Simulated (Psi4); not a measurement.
# NBrO (nitrosyl bromide) at TPSSh/def2-TZVP

What is the vertical singlet–triplet gap of NBrO (nitrosyl bromide) at TPSSh/def2-TZVP? 

The calculation is run with Psi4 1.11.

2 further runs of the same task are left out: 2 set aside as unsound or not needed.

### 1 The molecule

The species is NBrO (3 atoms), meant as a singlet with charge 0. As SMILES, `O=NBr`. The shape is that of a PBE0-D4/def2-TZVP optimisation.

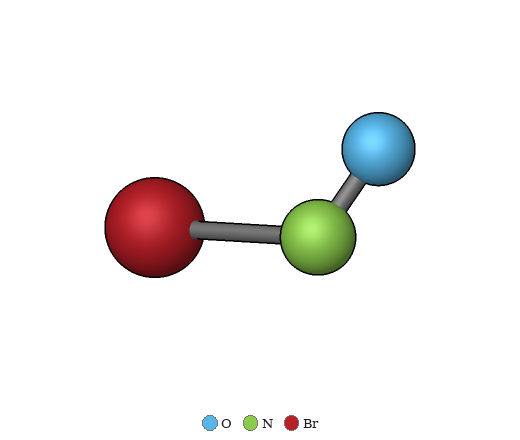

The structure, seen from a chosen angle (oxygen blue, nitrogen green, bromine red).

### 2 A single-point energy at TPSSh/def2-TZVP

Input file job.inp:

```
memory 1.6 GB

molecule geom {
  0 1
  O
  N 1 R2
  Br 2 R3 1 A3

  R2 = 1.125567
  R3 = 2.116649
  A3 = 114.88754
  symmetry c1
  no_reorient
  no_com
}

set globals {
  basis def2-TZVP
  puream true
  e_convergence 1e-09
  d_convergence 1e-08
  scf_type pk
  dft_radial_points 99
  dft_spherical_points 590
}

e, wfn = energy("tpssh", return_wfn=True)
print_variables()
```

Launch:

```console
$ psi4 job.inp job.out -n 1
```

job.out:

```text
[...]
  Running in c1 symmetry.
[...]
  Nuclear repulsion =  140.795789372551837
[...]
  Multiplicity = 1
[...]
  Nalpha       = 25
  Nbeta        = 25
[...]
    Number of basis functions: 110
[...]
   @RKS iter   1: -2703.61848616188854   -1.33515e+00   1.45716e-02 ADIIS/DIIS
[...]
   @RKS iter  14: -2704.02842913580434   -7.73070e-12   2.99387e-09 DIIS
[...]
    Orbital Energies [Eh]
    ---------------------
    Doubly Occupied:
       1A   -482.550303     2A    -62.264646     3A    -56.050612
       4A    -56.048136     5A    -56.047247     6A    -19.226686
       7A    -14.468385     8A     -8.611314     9A     -6.431422
      10A     -6.423787    11A     -6.421120    12A     -2.555111
      13A     -2.553607    14A     -2.551623    15A     -2.545697
      16A     -2.545547    17A     -1.285595    18A     -0.765746
      19A     -0.680878    20A     -0.549792    21A     -0.548100
      22A     -0.519697    23A     -0.287908    24A     -0.281956
      25A     -0.274897
[...]
  @RKS Final Energy: -2704.02842913580434
   => Energetics <=
    Nuclear Repulsion Energy =            140.7957893725518375
    One-Electron Energy =               -4039.4590250131032008
    Two-Electron Energy =                1290.7986565827388858
    DFT Exchange-Correlation Energy =     -96.1638500779917251
    Empirical Dispersion Energy =           0.0000000000000000
    VV10 Nonlocal Energy =                  0.0000000000000000
    Total Energy =                      -2704.0284291358038899
[...]
 Multipole Moments:
 ------------------------------------------------------------------------------------
     Multipole            Electronic (a.u.)      Nuclear  (a.u.)        Total (a.u.)
 ------------------------------------------------------------------------------------
 L = 1.  Multiply by 2.5417464519 to convert [e a0] to [Debye]
 Dipole X            :          3.8707656           -4.4589291           -0.5881635
 Dipole Y            :         -3.0023735            3.4665597            0.4641862
 Dipole Z            :         -0.0000000            0.0000000           -0.0000000
 Magnitude           :                                                    0.7492697
[...]
```

It took 47 s on 1 thread of Intel Xeon Platinum 8259CL at 2.50GHz (Skylake/Cascade Lake), shared host; peak memory 0.55 GiB.

### 3 The triplet: energy and gradient at UTPSSh/def2-TZVP

Input file job.inp:

```
memory 1600 mb

molecule {
  0 3
  O
  N 1 1.125567
  Br 2 2.116649 1 114.88754
  symmetry c1
  no_reorient
  no_com
}

set {
  reference uks
  puream true
  e_convergence 1e-09
  d_convergence 1e-08
  scf_type pk
  dft_radial_points 99
  dft_spherical_points 590
  maxiter 100
}

energy_value, wavefunction = gradient('tpssh/def2-TZVP', return_wfn=True)
oeprop(wavefunction, 'DIPOLE', 'QUADRUPOLE', 'MAYER_INDICES')
print_variables()
```

Launch:

```console
$ psi4 job.inp job.out -n 1
```

job.out (excerpt; [...] marks lines left out):

```text
[...]
  Running in c1 symmetry.
[...]
  Nuclear repulsion =  140.795789372551837
[...]
  Multiplicity = 3
[...]
  Nalpha       = 26
  Nbeta        = 24
[...]
    Number of basis functions: 110
[...]
   @UKS iter   1: -2703.63875313649214   -1.35542e+00   1.37985e-02 ADIIS/DIIS
[...]
   @UKS iter  16: -2703.96201882874811   -9.09495e-13   7.86436e-09 DIIS
[...]
   @S^2 Observed:                2.010187143E+00
[...]
  @UKS Final Energy: -2703.96201882874811
   => Energetics <=
    Nuclear Repulsion Energy =            140.7957893725518375
    One-Electron Energy =               -4038.6892810492499848
    Two-Electron Energy =                1290.1444110311590521
    DFT Exchange-Correlation Energy =     -96.2129381832092605
    Empirical Dispersion Energy =           0.0000000000000000
    VV10 Nonlocal Energy =                  0.0000000000000000
    Total Energy =                      -2703.9620188287481142
[...]
  -Total Gradient:
     Atom            X                  Y                   Z
    ------   -----------------  -----------------  -----------------
       1        0.013422703725    -0.101605559214    -0.000000000000
       2       -0.003769605853     0.089257348228     0.000000000002
       3       -0.009652143644     0.012347802290     0.000000000002
[...]
 Multipole Moments:
 ------------------------------------------------------------------------------------
     Multipole            Electronic (a.u.)      Nuclear  (a.u.)        Total (a.u.)
 ------------------------------------------------------------------------------------
 L = 1.  Multiply by 2.5417464519 to convert [e a0] to [Debye]
 Dipole X            :          4.4519350           -4.4589291           -0.0069942
 Dipole Y            :         -3.4483226            3.4665597            0.0182371
 Dipole Z            :         -0.0000000            0.0000000           -0.0000000
 Magnitude           :                                                    0.0195323
 L = 2.  Multiply by 1.3450342976 to convert [e a0^2] to [Debye ang]
 Quadrupole XX       :       -158.2689649          138.6361699          -19.6327950
 Quadrupole XY       :        107.1112162         -107.6601371           -0.5489209
[...]
```

Wall time 2 min (1 thread of Intel Xeon Platinum 8259CL at 2.50GHz (Skylake/Cascade Lake), shared host); peak memory 0.55 GiB.

### 4 What came out

At TPSSh/def2-TZVP:

| quantity | value |
| --- | --- |
| singlet: total energy | -2704.02843 Eh |
| singlet: dipole moment | 1.90 D |
| singlet: HOMO energy | -7.48 eV |
| singlet: LUMO energy | -4.28 eV |
| singlet: HOMO–LUMO gap | 3.20 eV |
| triplet: total energy | -2703.96202 Eh |
| triplet: dipole moment | 0.05 D |
| triplet: HOMO energy (highest over α and β) | -5.48 eV |
| triplet: ⟨S²⟩ | 2.010 |
| triplet: largest force on an atom | 5.270 eV/Å |
| vertical energy of the triplet above the singlet | 1.807 eV |

What this shows: At this shape the triplet lies 1.81 eV (174 kJ/mol) above the singlet.
